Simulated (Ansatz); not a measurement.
```yaml
atoms:
  - { symbol: C, position_ang: [-0.8837, 1.0652, -0.5514] }
  - { symbol: Al, position_ang: [0.5554, 0.4363, 0.6413] }
  - { symbol: N, position_ang: [0.6121, -1.2899, 1.0487] }
  - { symbol: H, position_ang: [-1.5954, 0.2608, -0.7694] }
  - { symbol: H, position_ang: [-0.4724, 1.4243, -1.5010] }
  - { symbol: H, position_ang: [-1.4341, 1.8996, -0.1049] }
  - { symbol: H, position_ang: [-0.0447, -1.9823, 0.7204] }
  - { symbol: H, position_ang: [1.2999, -1.7290, 1.6391] }
```

Level of theory: UKS BHLYP/def2-SVP in Ansatz.

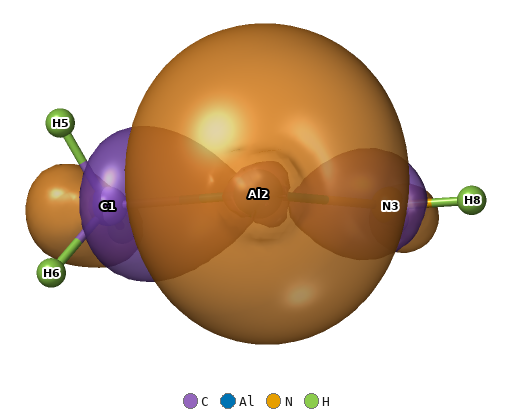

CH₅AlN (doublet). The HOMO (α) at ±0.1 Å⁻³ᐟ² (orange and purple are the two phases), seen from one side.

Where does this orbital lie, and at what energy?

Answer. It lies mainly on Al2 (about 80 %) and C1 (about 10 %). Its energy is −5.90 eV.
